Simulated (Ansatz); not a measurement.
# revPBE/def2-SVP run of C2H7NOSi (SMILES N[Si]1(O)CC1)

Aim: the energy change on altering one bond length of C2H7NOSi at revPBE/def2-SVP, from 2 runs. 

Program for the calculation: Ansatz 0.2.0.

72 further runs of the same task are left out: 72 set aside as unsound or not needed. Runs told in other sessions of the task aren't counted.

### Step 1. The structure to begin with

The species is C2H7NOSi (12 atoms), meant as a singlet with charge 0. SMILES: `N[Si]1(O)CC1`. The coordinates come from a PBE0-D4/def2-TZVP relaxation. This is one conformer, not always the lowest.

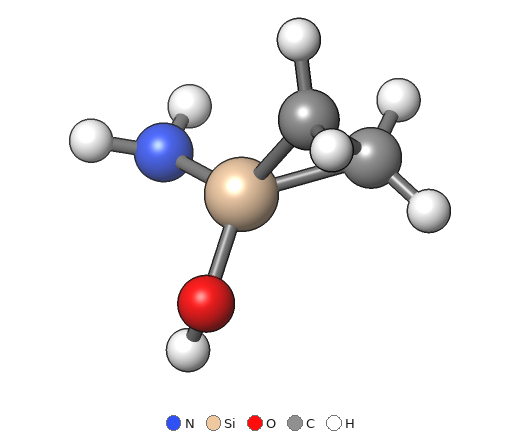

The structure, seen from a chosen angle (nitrogen blue, silicon light orange, oxygen red, carbon grey, hydrogen white).

### Step 2. A single-point energy at revPBE/def2-SVP

run.yaml

```yaml
crystal:
  periodic: [false, false, false]
  atoms:
    - {symbol: N, position_ang: [-1.526600, -0.226600, 1.088800]}
    - {symbol: Si, position_ang: [0.054700, -0.215700, 0.451700]}
    - {symbol: O, position_ang: [1.088500, -0.992400, 1.459500]}
    - {symbol: C, position_ang: [0.802600, 1.075400, -0.583000]}
    - {symbol: C, position_ang: [0.278500, -0.220100, -1.352700]}
    - {symbol: H, position_ang: [-1.738500, 0.210300, 1.971300]}
    - {symbol: H, position_ang: [-2.314600, -0.202800, 0.463100]}
    - {symbol: H, position_ang: [0.770000, -1.825800, 1.812300]}
    - {symbol: H, position_ang: [0.262900, 1.988900, -0.815300]}
    - {symbol: H, position_ang: [1.878900, 1.218600, -0.612900]}
    - {symbol: H, position_ang: [-0.543500, -0.047500, -2.042300]}
    - {symbol: H, position_ang: [1.064100, -0.817500, -1.806500]}
basis:
  gaussian:
    orbitals: def2-SVP
hamiltonian:
  xc: {name: revPBE}
accuracy: high
output:
  orbitals: {seedname: orbitals}
```

On the command line:

```
$ ansatz run run.yaml --threads 1 --pin off --max-ram 2610MiB --events-out events.jsonl --progress --plain --runs-dir runs
```

Log:

```text
Warning: RAYON_NUM_THREADS=1 ignored (pool sized by the plan → 1); use --threads N
Functional definition: revPBE
  name "revPBE"
  parameter kappa = 1.245
  parameter beta = 0.06672455060314922
  exchange = pbe_x(kappa = kappa, mu = beta*pi^2/3)
  correlation = pbe_c(beta = beta)
2571 factors; integrals over basis functions are off by at most 5.9e-9 eV
mean field evaluation 1: about -13574.4639 eV, gradient 9.3e1 eV
mean field evaluation 2: about -13542.8287 eV, gradient 1.4e2 eV
mean field evaluation 4: about -13593.1326 eV, gradient 7.7e0 eV
mean field evaluation 8: about -13593.2390 eV, gradient 2.5e-1 eV
mean field evaluation 16: about -13593.2392 eV, gradient 2.1e-5 eV
mean field -13593.23918168 eV, -499.5423260984 hartree, gradient 6.8e-8 eV, S^2 0.000000; 0 other end points of the search recorded, 0 dependent functions left out
reference -13593.23918627 eV, -499.5423262670 hartree; 24, 24 occupied and 85, 85 virtual orbitals, 2571 factors
Total energy: -13593.23918627 eV, -499.5423262670 hartree
```

Wall time 12 s (1 thread of Arm Neoverse V1, shared host); peak memory 0.33 GiB.

### Step 3. The distorted shape

in.yaml

```yaml
crystal:
  periodic: [false, false, false]
  atoms:
    - {symbol: "N", position_ang: [-1.463040, -0.357649, 0.824093]}
    - {symbol: Si, position_ang: [0.118260, -0.346749, 0.186993]}
    - {symbol: O, position_ang: [1.152060, -1.123449, 1.194793]}
    - {symbol: C, position_ang: [0.866160, 0.944351, -0.847707]}
    - {symbol: C, position_ang: [0.342060, -0.351149, -1.617407]}
    - {symbol: H, position_ang: [-1.738500, 0.210300, 1.971300]}
    - {symbol: H, position_ang: [-2.251040, -0.333849, 0.198393]}
    - {symbol: H, position_ang: [0.833560, -1.956849, 1.547593]}
    - {symbol: H, position_ang: [0.326460, 1.857851, -1.080007]}
    - {symbol: H, position_ang: [1.942460, 1.087551, -0.877607]}
    - {symbol: H, position_ang: [-0.479940, -0.178549, -2.307007]}
    - {symbol: H, position_ang: [1.127660, -0.948549, -2.071207]}
basis:
  gaussian:
    orbitals: def2-SVP
hamiltonian:
  xc: {name: revPBE}
accuracy: high
output: {orbitals: {seedname: orbitals}}
```

On the command line:

```
$ ansatz run in.yaml --threads 1 --pin off --max-ram 2610MiB --events-out events.jsonl --progress --plain --runs-dir runs
```

Log (excerpt; [...] marks lines left out):

```text
Warning: RAYON_NUM_THREADS=1 ignored (pool sized by the plan → 1); use --threads N
[... 6 set-up lines as earlier in the session ...]
2571 factors; integrals over basis functions are off by at most 7.9e-9 eV
mean field evaluation 1: about -13573.2233 eV, gradient 9.3e1 eV
mean field evaluation 2: about -13534.3479 eV, gradient 1.5e2 eV
mean field evaluation 4: about -13592.1477 eV, gradient 5.9e0 eV
mean field evaluation 8: about -13592.2315 eV, gradient 5.3e-1 eV
mean field evaluation 16: about -13592.2322 eV, gradient 3.6e-5 eV
mean field -13592.23220045 eV, -499.5053202205 hartree, gradient 1.9e-8 eV, S^2 0.000000; 0 other end points of the search recorded, 0 dependent functions left out
reference -13592.23220518 eV, -499.5053203943 hartree; 24, 24 occupied and 85, 85 virtual orbitals, 2571 factors
Total energy: -13592.23220518 eV, -499.5053203943 hartree
```

Wall time 13 s (1 thread of Arm Neoverse V1, shared host); peak memory 0.33 GiB.

### Step 4. Summary of results

At revPBE/def2-SVP:

| quantity | value |
| --- | --- |
| first shape: total energy | -499.54233 Eh |
| first shape: HOMO energy | -4.94 eV |
| first shape: LUMO energy | 0.33 eV |
| first shape: HOMO–LUMO gap | 5.27 eV |
| distorted shape: total energy | -499.50532 Eh |
| distorted shape: HOMO energy | -4.95 eV |
| distorted shape: LUMO energy | -0.86 eV |
| distorted shape: HOMO–LUMO gap | 4.09 eV |
| energy change with the N1–H6 bond stretched from 1.007 to 1.309 Å | 1.007 eV |

**Reading.** With the N1–H6 bond stretched from 1.007 to 1.309 Å the energy rises by 1.01 eV (23 kcal/mol). The first shape isn't relaxed at this level, so the change isn't measured from a minimum.
